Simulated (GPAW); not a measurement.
# Geometry relaxation of SnNH5 (part 2 of 5)

SnNH5 (Sn(NH2)H3), SMILES [H][Sn]([H])([H])[NH2]; WC/plane waves, scalar-relativistic datasets (GPAW 26.7.0). The geometry comes from this level: GFN2-xTB.

Geometry of the input (Å):
```
Sn -0.0029  0.0016  -0.7636
N  0.1119  0.2249  1.2186
H  0.6914  -0.4436  1.7066
H  -0.7673  0.2709  1.7129
H  1.5636  -0.0078  -1.2823
H  -0.8132  1.3360  -1.2961
H  -0.7835  -1.3819  -1.2961
```

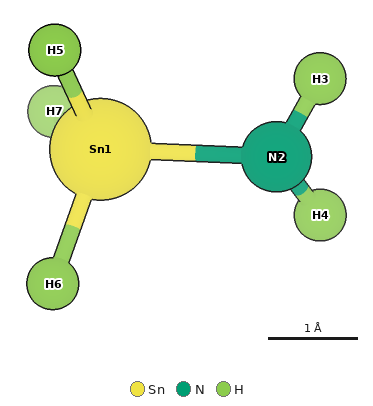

**Figure 1.** The starting structure (ball-and-stick view, seen at a tilt; atoms are numbered from 1 in the order of the input). Sticks mark near contacts.

Log, continued:
```
SCF iterations
|iter     |     time |      energy | eigst |  dens |
|---------|----------|-------------|-------|-------|
|iter:   1| 00:00:34 |  -28.975555 | -1.82 |       |
|iter:   2| 00:00:36 |  -28.967175 | -3.53 | -1.92 |
|iter:   3| 00:00:37 |  -28.932586 | -2.70 | -1.97 |
|iter:   4| 00:00:39 |  -28.926868 | -3.28 | -2.41 |
|iter:   5| 00:00:40 |  -28.926153c| -4.55 | -2.80 |
|iter:   6| 00:00:42 |  -28.926061c| -5.27 | -3.00 |
|iter:   7| 00:00:43 |  -28.926059c| -6.45 | -3.42 |
|iter:   8| 00:00:45 |  -28.926059c| -7.58c| -4.21c|

Converged in 8 steps
SCF loop duration: 10.729 s (1.341 s/step)
Energy contributions relative to reference atoms: (reference = -169530.588401)

Energy contributions:
  Kinetic:          28.303782
  Coulomb:         -31.192437
  Zero:             -0.104668
  External:          0.000000
  Xc:              -25.932736
  Entropy:           0.000000
  Spinorbit:         0.000000
  ----------------------------
  Free energy:     -28.926059
  Extrapolated:    -28.926059

dipole moment: (-0.097695, -0.198636, 0.044545)  # |e|*Ang

Fermi level: -3.223
Eigenvalues  # (at kpt = [0.000, 0.000, 0.000])
| band index |      eig [eV] | occ [0-2] |
|------------|---------------|-----------|
|          0 |       -25.364 |     2.000 |
|        ... |               |           |
|          4 |       -25.135 |     2.000 |
|          5 |       -20.031 |     2.000 |
|          6 |       -12.460 |     2.000 |
|          7 |       -11.129 |     2.000 |
|          8 |        -8.470 |     2.000 |
|          9 |        -7.546 |     2.000 |
|         10 |        -7.518 |     2.000 |
|         11 |        -5.579 |     2.000 |
|         12 |        -0.868 |     0.000 |
|         13 |        -0.470 |     0.000 |
|         14 |         0.225 |     0.000 |
|         15 |         0.292 |     0.000 |
|         16 |         0.635 |     0.000 |
|         17 |         0.827 |     0.000 |

Gap: 4.712 eV
Transition (v -> c):
  (s=0, k=0, n=11, [0.00, 0.00, 0.00]) -> (s=0, k=0, n=12, [0.00, 0.00, 0.00])
No difference between direct/indirect transitions
vacuum-level: 0.293  # V

Forces  # eV/Ang
|        x |        y |        z |
|----------|----------|----------|
|  0.09816 |  0.19570 | -0.02760 |  # Sn   0
|  0.07016 |  0.06883 |  0.14041 |  # N    1
| -0.14883 |  0.02387 | -0.02844 |  # H    2
|  0.10190 | -0.09551 | -0.02259 |  # H    3
|  0.05152 | -0.02251 | -0.02089 |  # H    4
| -0.04280 |  0.02065 | -0.02439 |  # H    5
| -0.09298 | -0.16576 |  0.00214 |  # H    6

Force computation time: 0.694  # s
BFGS:    2 00:00:46      -28.926059        0.220668
        .---------------------------.
       /|                           |
      / |                           |
     /  |                           |
    /   |                           |
   /    |                           |
  /     |                           |
 *      |                           |
 |      |                           |
 |      |       H  H                |
 |      |         N                 |
 |      |                           |
 |      |       H Sn                |
 |      |             H             |
 |      |      H                    |
 |      .---------------------------.
 |     /                           /
 |    /                           /
 |   /                           /
 |  /                           /
 | /                           /
 |/                           /
 *---------------------------*

Atoms  # Å, Bohr magnetons
|   | symbol |        x |        y |        z |    initial magnetic moments |
|---|--------|----------|----------|----------|-----------------------------|
| 0 |     Sn | 5.307408 | 5.877308 | 5.031801 | ( 0.0000,  0.0000,  0.0000) |
| 1 |      N | 5.439432 | 6.134298 | 7.050336 | ( 0.0000,  0.0000,  0.0000) |
| 2 |      H | 6.014784 | 5.421183 | 7.507246 | ( 0.0000,  0.0000,  0.0000) |
| 3 |      H | 4.525858 | 6.151086 | 7.514265 | ( 0.0000,  0.0000,  0.0000) |
| 4 |      H | 6.930807 | 5.872168 | 4.496634 | ( 0.0000,  0.0000,  0.0000) |
| 5 |      H | 4.470131 | 7.263192 | 4.481661 | ( 0.0000,  0.0000,  0.0000) |
| 6 |      H | 4.506736 | 4.459341 | 4.490491 | ( 0.0000,  0.0000,  0.0000) |

Unit cell  # Å
| periodic |         x |         y |         z |   lengths |    angles |
|----------|-----------|-----------|-----------|-----------|-----------|
|       no | 11.376800 |  0.000000 |  0.000000 | 11.376800 | 90.000000 |
|       no |  0.000000 | 11.717900 |  0.000000 | 11.717900 | 90.000000 |
|       no |  0.000000 |  0.000000 | 12.009000 | 12.009000 | 90.000000 |

Initialization done in: 1.282 s

convergence criteria:
- Maximum [total energy] change in last 3 cyles: 0.0005 eV / valence electron
- Maximum integral of absolute [dens]ity change: 0.0001 electrons / valence electron
- Maximum integral of absolute [eigenst]ate change: 4e-08 eV^2 / valence electron
maximum number of iterations: 150

SCF iterations
|iter     |     time |      energy | eigst |  dens |
|---------|----------|-------------|-------|-------|
|iter:   1| 00:00:47 |  -28.930096c| -3.10 |       |
|iter:   2| 00:00:49 |  -28.929876c| -4.92 | -2.70 |
|iter:   3| 00:00:50 |  -28.928860c| -4.07 | -2.74 |
|iter:   4| 00:00:52 |  -28.928794c| -4.54 | -3.25 |
|iter:   5| 00:00:53 |  -28.928786c| -6.01 | -3.63 |
|iter:   6| 00:00:55 |  -28.928784c| -7.00 | -3.83 |
|iter:   7| 00:00:56 |  -28.928784c| -7.77c| -4.31c|

Converged in 7 steps
SCF loop duration: 9.449 s (1.350 s/step)
Energy contributions relative to reference atoms: (reference = -169530.588401)

Energy contributions:
  Kinetic:          27.643586
  Coulomb:         -30.664593
  Zero:             -0.103584
  External:          0.000000
  Xc:              -25.804193
  Entropy:           0.000000
  Spinorbit:         0.000000
  ----------------------------
  Free energy:     -28.928784
  Extrapolated:    -28.928784

dipole moment: (-0.097995, -0.198408, 0.041433)  # |e|*Ang

Fermi level: -3.235
Eigenvalues  # (at kpt = [0.000, 0.000, 0.000])
| band index |      eig [eV] | occ [0-2] |
|------------|---------------|-----------|
|          0 |       -25.370 |     2.000 |
|        ... |               |           |
|          4 |       -25.146 |     2.000 |
|          5 |       -20.037 |     2.000 |
|          6 |       -12.442 |     2.000 |
|          7 |       -11.130 |     2.000 |
|          8 |        -8.453 |     2.000 |
|          9 |        -7.535 |     2.000 |
|         10 |        -7.522 |     2.000 |
|         11 |        -5.592 |     2.000 |
|         12 |        -0.878 |     0.000 |
|         13 |        -0.497 |     0.000 |
|         14 |         0.211 |     0.000 |
|         15 |         0.282 |     0.000 |
|         16 |         0.616 |     0.000 |
|         17 |         0.823 |     0.000 |

Gap: 4.714 eV
Transition (v -> c):
  (s=0, k=0, n=11, [0.00, 0.00, 0.00]) -> (s=0, k=0, n=12, [0.00, 0.00, 0.00])
No difference between direct/indirect transitions
vacuum-level: 0.293  # V

Forces  # eV/Ang
|        x |        y |        z |
|----------|----------|----------|
|  0.07733 |  0.15051 | -0.01617 |  # Sn   0
|  0.03687 |  0.08176 |  0.03136 |  # N    1
| -0.12251 | -0.00912 | -0.00290 |  # H    2
|  0.10237 | -0.09556 | -0.01701 |  # H    3
| -0.00872 | -0.01939 | -0.00311 |  # H    4
| -0.01097 | -0.02631 | -0.00605 |  # H    5
| -0.03726 | -0.06689 |  0.03769 |  # H    6

Force computation time: 0.596  # s
BFGS:    3 00:00:57      -28.928784        0.169987
        .---------------------------.
       /|                           |
      / |                           |
     /  |                           |
    /   |                           |
   /    |                           |
  /     |                           |
 *      |                           |
 |      |                           |
 |      |       H  H                |
 |      |         N                 |
 |      |                           |
 |      |       H Sn                |
 |      |             H             |
 |      |      H                    |
 |      .---------------------------.
 |     /                           /
 |    /                           /
 |   /                           /
 |  /                           /
 | /                           /
 |/                           /
 *---------------------------*

Atoms  # Å, Bohr magnetons
|   | symbol |        x |        y |        z |    initial magnetic moments |
|---|--------|----------|----------|----------|-----------------------------|
| 0 |     Sn | 5.309597 | 5.881556 | 5.031352 | ( 0.0000,  0.0000,  0.0000) |
| 1 |      N | 5.441602 | 6.138344 | 7.053415 | ( 0.0000,  0.0000,  0.0000) |
| 2 |      H | 6.011770 | 5.419932 | 7.507430 | ( 0.0000,  0.0000,  0.0000) |
| 3 |      H | 4.527473 | 6.148184 | 7.514193 | ( 0.0000,  0.0000,  0.0000) |
| 4 |      H | 6.933947 | 5.871472 | 4.495469 | ( 0.0000,  0.0000,  0.0000) |
| 5 |      H | 4.467936 | 7.265254 | 4.480338 | ( 0.0000,  0.0000,  0.0000) |
| 6 |      H | 4.504084 | 4.454615 | 4.490901 | ( 0.0000,  0.0000,  0.0000) |

Unit cell  # Å
| periodic |         x |         y |         z |   lengths |    angles |
|----------|-----------|-----------|-----------|-----------|-----------|
|       no | 11.376800 |  0.000000 |  0.000000 | 11.376800 | 90.000000 |
|       no |  0.000000 | 11.717900 |  0.000000 | 11.717900 | 90.000000 |
|       no |  0.000000 |  0.000000 | 12.009000 | 12.009000 | 90.000000 |

Initialization done in: 1.240 s

convergence criteria:
- Maximum [total energy] change in last 3 cyles: 0.0005 eV / valence electron
- Maximum integral of absolute [dens]ity change: 0.0001 electrons / valence electron
- Maximum integral of absolute [eigenst]ate change: 4e-08 eV^2 / valence electron
maximum number of iterations: 150

SCF iterations
|iter     |     time |      energy | eigst |  dens |
|---------|----------|-------------|-------|-------|
|iter:   1| 00:00:58 |  -28.931273c| -2.94 |       |
|iter:   2| 00:01:00 |  -28.931148c| -4.92 | -2.76 |
|iter:   3| 00:01:01 |  -28.930617c| -4.51 | -2.80 |
|iter:   4| 00:01:03 |  -28.930521c| -4.72 | -3.19 |
|iter:   5| 00:01:04 |  -28.930517c| -6.32 | -3.61 |
|iter:   6| 00:01:06 |  -28.930517c| -7.52c| -4.22c|

Converged in 6 steps
SCF loop duration: 7.834 s (1.306 s/step)
Energy contributions relative to reference atoms: (reference = -169530.588401)

Energy contributions:
  Kinetic:          27.302299
  Coulomb:         -30.390707
  Zero:             -0.102819
  External:          0.000000
  Xc:              -25.739289
  Entropy:           0.000000
  Spinorbit:         0.000000
  ----------------------------
  Free energy:     -28.930517
  Extrapolated:    -28.930517

dipole moment: (-0.096490, -0.195720, 0.039236)  # |e|*Ang

Fermi level: -3.242
Eigenvalues  # (at kpt = [0.000, 0.000, 0.000])
| band index |      eig [eV] | occ [0-2] |
|------------|---------------|-----------|
|          0 |       -25.375 |     2.000 |
|        ... |               |           |
|          4 |       -25.154 |     2.000 |
|          5 |       -20.048 |     2.000 |
|          6 |       -12.433 |     2.000 |
|          7 |       -11.119 |     2.000 |
|          8 |        -8.445 |     2.000 |
|          9 |        -7.535 |     2.000 |
|         10 |        -7.525 |     2.000 |
|         11 |        -5.603 |     2.000 |
|         12 |        -0.882 |     0.000 |
|         13 |        -0.515 |     0.000 |
|         14 |         0.203 |     0.000 |
|         15 |         0.283 |     0.000 |
|         16 |         0.596 |     0.000 |
|         17 |         0.822 |     0.000 |

Gap: 4.721 eV
Transition (v -> c):
  (s=0, k=0, n=11, [0.00, 0.00, 0.00]) -> (s=0, k=0, n=12, [0.00, 0.00, 0.00])
No difference between direct/indirect transitions
vacuum-level: 0.294  # V

Forces  # eV/Ang
|        x |        y |        z |
|----------|----------|----------|
|  0.03049 |  0.05642 | -0.00783 |  # Sn   0
|  0.05849 |  0.07143 | -0.03588 |  # N    1
| -0.08871 | -0.02721 |  0.00043 |  # H    2
|  0.04745 | -0.07945 | -0.00286 |  # H    3
| -0.02639 | -0.01396 |  0.00144 |  # H    4
| -0.00029 | -0.03360 | -0.00269 |  # H    5
|  0.01776 |  0.03067 |  0.07134 |  # H    6

Force computation time: 0.656  # s
BFGS:    4 00:01:07      -28.930517        0.099047
        .---------------------------.
       /|                           |
      / |                           |
     /  |                           |
    /   |                           |
   /    |                           |
  /     |                           |
 *      |                           |
 |      |                           |
 |      |       H  H                |
 |      |         N                 |
 |      |                           |
 |      |       H Sn                |
 |      |             H             |
 |      |      H                    |
 |      .---------------------------.
 |     /                           /
 |    /                           /
 |   /                           /
 |  /                           /
 | /                           /
 |/                           /
 *---------------------------*

Atoms  # Å, Bohr magnetons
|   | symbol |        x |        y |        z |    initial magnetic moments |
|---|--------|----------|----------|----------|-----------------------------|
| 0 |     Sn | 5.311510 | 5.885232 | 5.030948 | ( 0.0000,  0.0000,  0.0000) |
| 1 |      N | 5.444028 | 6.141701 | 7.054094 | ( 0.0000,  0.0000,  0.0000) |
| 2 |      H | 6.008061 | 5.418951 | 7.507425 | ( 0.0000,  0.0000,  0.0000) |
| 3 |      H | 4.529510 | 6.144938 | 7.514060 | ( 0.0000,  0.0000,  0.0000) |
| 4 |      H | 6.934602 | 5.870812 | 4.495025 | ( 0.0000,  0.0000,  0.0000) |
| 5 |      H | 4.467009 | 7.265241 | 4.479731 | ( 0.0000,  0.0000,  0.0000) |
| 6 |      H | 4.503167 | 4.452960 | 4.492682 | ( 0.0000,  0.0000,
[... cut ...]
79 |     2.000 |
|          6 |       -12.439 |     2.000 |
|          7 |       -11.025 |     2.000 |
|          8 |        -8.424 |     2.000 |
|          9 |        -7.572 |     2.000 |
|         10 |        -7.555 |     2.000 |
|         11 |        -5.658 |     2.000 |
|         12 |        -0.872 |     0.000 |
|         13 |        -0.507 |     0.000 |
|         14 |         0.206 |     0.000 |
|         15 |         0.288 |     0.000 |
|         16 |         0.558 |     0.000 |
|         17 |         0.827 |     0.000 |

Gap: 4.786 eV
Transition (v -> c):
  (s=0, k=0, n=11, [0.00, 0.00, 0.00]) -> (s=0, k=0, n=12, [0.00, 0.00, 0.00])
No difference between direct/indirect transitions
vacuum-level: 0.294  # V

Forces  # eV/Ang
|        x |        y |        z |
|----------|----------|----------|
| -0.01735 | -0.03735 |  0.05633 |  # Sn   0
| -0.02011 |  0.00432 |  0.00085 |  # N    1
| -0.00552 |  0.01282 | -0.01744 |  # H    2
|  0.02244 |  0.00588 | -0.01039 |  # H    3
|  0.03935 |  0.00033 | -0.00793 |  # H    4
| -0.01467 |  0.01844 |  0.00525 |  # H    5
|  0.00162 |  0.01103 |  0.00010 |  # H    6

Force computation time: 0.651  # s
BFGS:   28 00:05:01      -28.939057        0.069779
        .---------------------------.
       /|                           |
      / |                           |
     /  |                           |
    /   |                           |
   /    |                           |
  /     |                           |
 *      |                           |
 |      |                           |
 |      |       H NH                |
 |      |                           |
 |      |                           |
 |      |       H Sn                |
 |      |             H             |
 |      |      H                    |
 |      .---------------------------.
 |     /                           /
 |    /                           /
 |   /                           /
 |  /                           /
 | /                           /
 |/                           /
 *---------------------------*

Atoms  # Å, Bohr magnetons
|   | symbol |        x |        y |        z |    initial magnetic moments |
|---|--------|----------|----------|----------|-----------------------------|
| 0 |     Sn | 5.339485 | 5.901486 | 5.052282 | ( 0.0000,  0.0000,  0.0000) |
| 1 |      N | 5.500363 | 6.132516 | 7.081281 | ( 0.0000,  0.0000,  0.0000) |
| 2 |      H | 6.007600 | 5.346105 | 7.499520 | ( 0.0000,  0.0000,  0.0000) |
| 3 |      H | 4.574713 | 6.132061 | 7.521485 | ( 0.0000,  0.0000,  0.0000) |
| 4 |      H | 6.942798 | 5.876875 | 4.469979 | ( 0.0000,  0.0000,  0.0000) |
| 5 |      H | 4.481414 | 7.269361 | 4.498611 | ( 0.0000,  0.0000,  0.0000) |
| 6 |      H | 4.523185 | 4.461638 | 4.578022 | ( 0.0000,  0.0000,  0.0000) |

Unit cell  # Å
| periodic |         x |         y |         z |   lengths |    angles |
|----------|-----------|-----------|-----------|-----------|-----------|
|       no | 11.376800 |  0.000000 |  0.000000 | 11.376800 | 90.000000 |
|       no |  0.000000 | 11.717900 |  0.000000 | 11.717900 | 90.000000 |
|       no |  0.000000 |  0.000000 | 12.009000 | 12.009000 | 90.000000 |

Initialization done in: 1.229 s

convergence criteria:
- Maximum [total energy] change in last 3 cyles: 0.0005 eV / valence electron
- Maximum integral of absolute [dens]ity change: 0.0001 electrons / valence electron
- Maximum integral of absolute [eigenst]ate change: 4e-08 eV^2 / valence electron
maximum number of iterations: 150
```
